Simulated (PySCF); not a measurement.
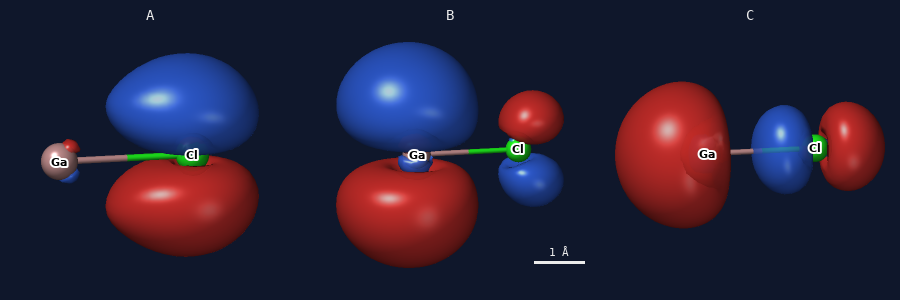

The picture shows: GaCl (charge +1, doublet). Three frontier α-spin orbitals, each drawn at the value that holds 80 % of its norm (red and blue are the two phases), in no order; of a degenerate pair one member is drawn.

These are results of PySCF 2.14.0, PBE0/def2-TZVPPD, non-relativistic Hamiltonian with scalar-relativistic core potentials where named, at a bond length of 2.101 Å, not measurements.

Label each orbital by symmetry, say whether it is occupied, and order them by energy.

Answer. Orbital A: π, occupied in this spin, −15.92 eV; mainly on Cl (90 %).
Orbital C: σ, occupied in this spin, −15.31 eV; shared between the atoms (Ga 70 %, Cl 30 %).
Orbital B: π, empty in this spin, −8.30 eV; mainly on Ga (90 %).
